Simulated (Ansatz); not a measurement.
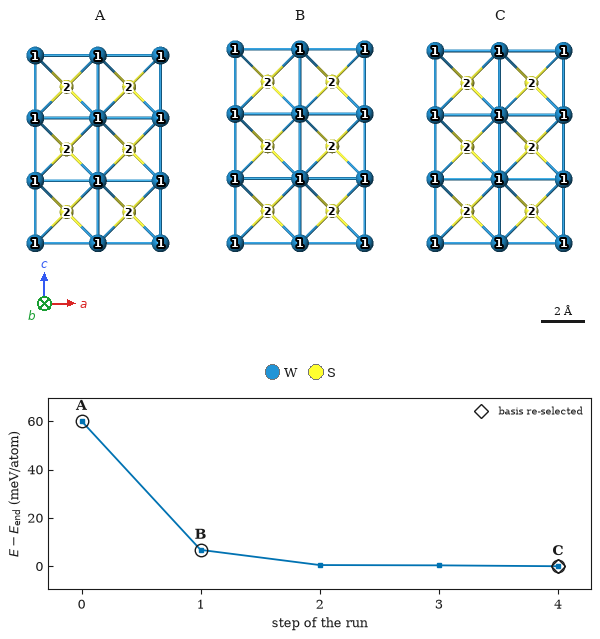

Frames of a relaxation of a crystal of WS (built on the CsCl (B2) type) (coarse preliminary run), marked on the history of the run. Style: ball-and-stick. Shown: the cell of the calculation, repeated 2 × 1 × 3 with one cell outlined, along the b axis.

Level of theory: Ansatz, DFT PBE, scalar-relativistic, plane waves, PAW.

The input:
```yaml
crystal:
  lattice:
    - [2.9344804412, 0.0, 0.0]
    - [0.0, 2.9344804412, 0.0]
    - [0.0, 0.0, 2.9344804412]
  atoms:
    - { symbol: W, position: [0.0, 0.0, 0.0] }
    - { symbol: S, position: [0.5, 0.5, 0.5] }
basis:
  ecutwfc: 420
kpoints:
  mp_grid: { grid: [6, 6, 6] }
hamiltonian:
  xc: pbe
scf:
  occupations: { method: gaussian, width: 0.1 }
output:
  forces: true
  stress: true
  eigenvalues: true
relax:
  adjacent_minimum: "off"
  f_tol: 0.05
  max_steps: 80
  cell: { stress_tol: 0.5 }
```

Run as
```bash
ansatz run input.yaml --threads 1 --pin off --max-ram 2560MiB --backend cpu --events-out ev --progress --plain --runs-dir out
```

What happens along the run?

After 3 accepted moves (4 points after the start) the energy has fallen by 60.1 meV per atom. All forces vanish by symmetry, so only the cell relaxes. The pressure goes from 21.53 to 0.05 GPa. The SCF was repeated once at an unchanged geometry on a basis and grid sized afresh for the cell, which shifted the energy by 0.4 meV per atom at most. No atom moves by more than 0.005 Å relative to the cell. Cell: a = b = c 2.934 → 3.007 Å (+2.5 %). Volume +7.6 %. Among the contacts that change: W1–W1 2.934 → 3.007 Å, W1–S2 2.541 → 2.604 Å. The space group stays Pm-3m (No. 221). Cost: 3.5 s on 1 thread of Arm Neoverse V1 (shared host), peak memory 0.28 GiB. From step 0 to 1: volume +10.3 %, energy −53.3 meV per atom. From step 1 to 4: volume −2.5 %, energy −6.8 meV per atom.
